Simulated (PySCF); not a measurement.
**C$_{4}$H$_{5}$ (SMILES [CH2-]C#CC) (charge −1): density, localisation and related maps**

Input file:

```
{"job": {"kind": "sp", "xc": "PBE0", "basis": "ma-def2-TZVP", "d3": "d3bj", "grid": 2}, "charge": -1, "multiplicity": 1}
C      1.815449    -0.386275     0.069708
C      0.543858     0.091742     0.050278
C     -0.624045     0.599537    -0.002318
C     -1.934675     0.089482     0.485215
H      2.219053    -0.986776    -0.755588
H      2.506909    -0.153879     0.889807
H     -2.670518     0.006315    -0.337198
H     -2.398307     0.785768     1.209758
H     -1.894078    -0.911150     0.982275
```

Launched as:

```sh
OMP_NUM_THREADS=1 python redox_run.py task.json out
```

Geometry: PBE0-D3(BJ)/ma-def2-SVP.

All numbers below come from DFT single point, gas phase, functional PBE0 in PySCF 2.14.0, density-fitted response routines.

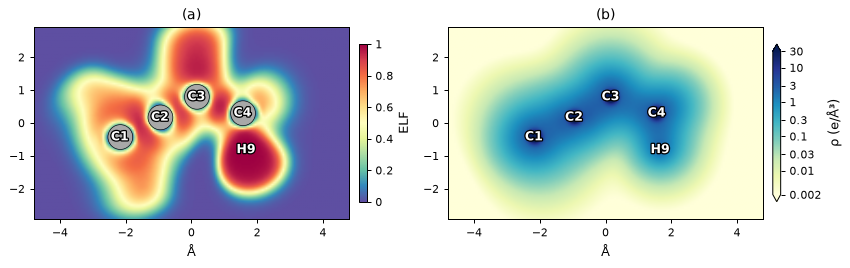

Figure 1. (a) electron localisation function; (b) electron density on the plane of atoms C2, C3 and C4. Grey discs cover the atomic cores in the ELF map.

> What does the map show?

The plane passes through C and H nuclei.
C–C (1.27 Å): ρ is about 2.5 e/Å³ halfway; the ELF peaks at about 0.90 between the atoms (a short, multiple covalent bond).
C–H (1.12 Å): ρ at the midpoint is about 1.9 e/Å³; the ELF climbs to about 1 towards the hydrogen, as it does in any bond to H; an ordinary covalent bond to hydrogen.
C–C (1.36 Å): ρ at the midpoint is about 2.2 e/Å³; the ELF peaks at about 0.90 between the atoms: localised, covalent bonding.
The ELF also peaks beside C3, away from the bonds: lone-pair regions.

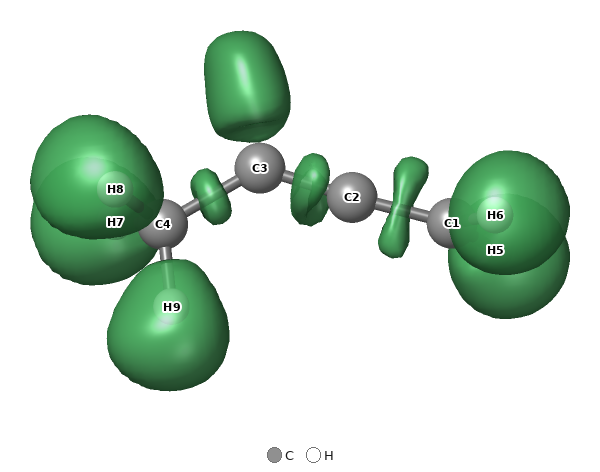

Figure 2. Isosurface of the electron localisation function at 0.85 (green), seen from one side. Only the valence region is drawn (cores and ρ < 0.01 e/Å³ removed).

> What do the ELF domains correspond to?

The surface consists of three regions between bonded C–C atoms (shared pairs), five regions around hydrogen nuclei and one lobe on C, pointing away from the bonds (lone pairs).


 C–H (1.10 Å): the ELF climbs to about 1 towards the hydrogen; a covalent bond by its length.
